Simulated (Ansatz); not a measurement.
## Converging the plane-wave cutoff: Li (Im-3m, 1 atom in the cell)

```yaml
crystal:
  lattice:
    - [-1.75023, 1.75023, 1.75023]
    - [1.75023, -1.75023, 1.75023]
    - [1.75023, 1.75023, -1.75023]
  atoms:
    - { symbol: Li, position: [0.00000, 0.00000, 0.00000] }
```

Level of theory: PBEsol, default PAW files made with PBE (plane waves; Ansatz, a quantum-chemistry and plane-wave program).

Base settings: basis.ecutwfc = 420 eV; kpoints.mp_grid.grid = 13 13 13; hamiltonian.xc = pbesol; hamiltonian.pseudopotentials = {kind: paw} (the program's default PAW files); scf.occupations.method = gaussian; scf.occupations.width = 0.1 eV.

The second cell is the first with its lattice scaled by 0.98.

The mesh stays at the base's, so the ladder's end is converged at best in this setting alone.

The first pressure column holds Ansatz's estimate of the finite-basis (Pulay) stress, which hides part of the cutoff error; the other is without it.

Only quantities that move along the ladder and can be compared are tabulated.

The count of work is k-points × plane waves × bands × iterations; it is no time. 

The starting cell has typed, rounded lattice constants, without a prior relaxation at this level. Its lattice was rescaled by up to half a per cent.

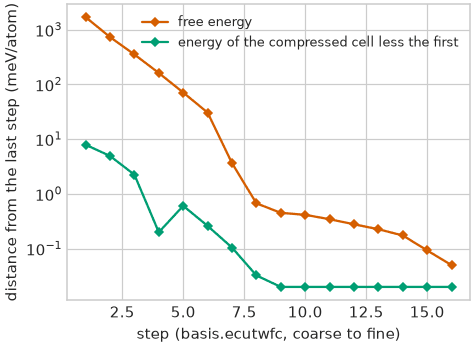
Figure: Distance from the last step along the ladder; very small values are drawn at a floor.

```tsv
basis.ecutwfc	free energy less the last step's (meV/atom)	energy of the compressed cell less the first (meV/atom)	pressure (GPa)	pressure without the Pulay estimate (GPa)	count of work / last
145 eV	1696.02	4.90	-0.11	-38.67	0.051
170 eV	733.96	1.93	-0.33	-22.35	0.056
190 eV	352.70	-0.77	-0.57	-13.23	0.087
210 eV	162.06	-3.21	-0.66	-7.46	0.091
230 eV	71.22	-2.41	-0.73	-4.15	0.11
250 eV	30.60	-3.27	-0.75	-2.40	0.13
295 eV	3.65	-2.91	-0.73	-0.99	0.16
335 eV	0.67	-2.98	-0.74	-0.77	0.21
380 eV	0.45	-3.00	-0.74	-0.74	0.24
420 eV	0.42	-3.00	-0.74	-0.74	0.28
460 eV	0.34	-3.01	-0.74	-0.75	0.30
505 eV	0.28	-3.01	-0.74	-0.75	0.36
565 eV	0.23	-3.01	-0.74	-0.74	0.43
630 eV	0.17	-3.00	-0.74	-0.74	0.49
735 eV	0.09	-3.01	-0.74	-0.74	0.62
840 eV	0.04	-3.01	-0.74	-0.74	0.78
1010 eV	0.00	-3.01	-0.74	-0.74	1.0
```

Coarsest basis.ecutwfc that holds the pressure without the Pulay estimate within 1 GPa of the last step, with all finer ones: 295 eV, at 0.16 of the last step's count of work; the step before is off by 1.7 GPa.

Coarsest basis.ecutwfc that holds the energy of the compressed cell less the first within 2 meV/atom of the last step, with all finer ones: 210 eV, at 0.091 of the last step's count of work; the step before is off by 2.2 meV/atom.

Coarsest basis.ecutwfc that holds the pressure within 0.05 GPa of the last step, with all finer ones: 230 eV, at 0.11 of the last step's count of work; the step before is off by 0.09 GPa.

The energy difference between the two cells stays within 1 meV/atom of the last step's from 210 eV on, the total only from 335 eV on: much of the error is common to both cells and cancels.

At the lowest cutoff the pressure without the Pulay estimate lies 37.9 GPa under the last step's, the usual sign of Pulay stress in an incomplete plane-wave basis.

Keys are those of Ansatz 0.2.
